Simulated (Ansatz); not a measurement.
The starting structures come from a database of crystals and need not be the phases stable at ambient conditions.

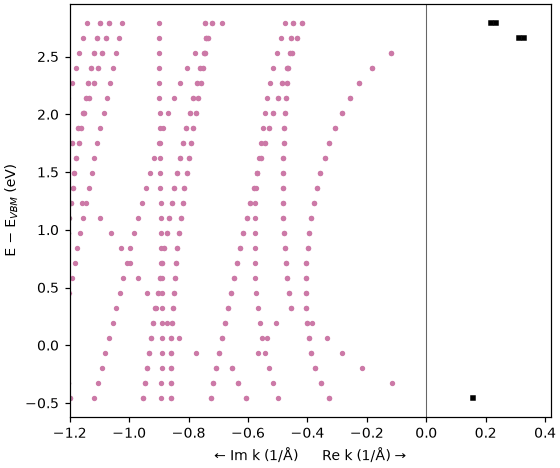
Figure: Complex bands at the centre of the two-dimensional zone; PBEsol in Ansatz (an electronic-structure program)

The gap is the functional's own, uncorrected, and κ follows it; spin-orbit coupling is left out. Mid-gap values are interpolated between the computed energies.

### Question
This is Rb₃H₅Pt (P4/mbm, not sure to be the ambient phase, 18 atoms a cell, 19.8 Å³ an atom) along the normal of (100). Read off the slowest decay at the centre of the two-dimensional zone at 1.24 eV, the computed energy nearest the middle of the gap.

### Answer
κ ≈ 0.38 1/Å, a decay length 1/(2κ) of the density of 1.3 Å.
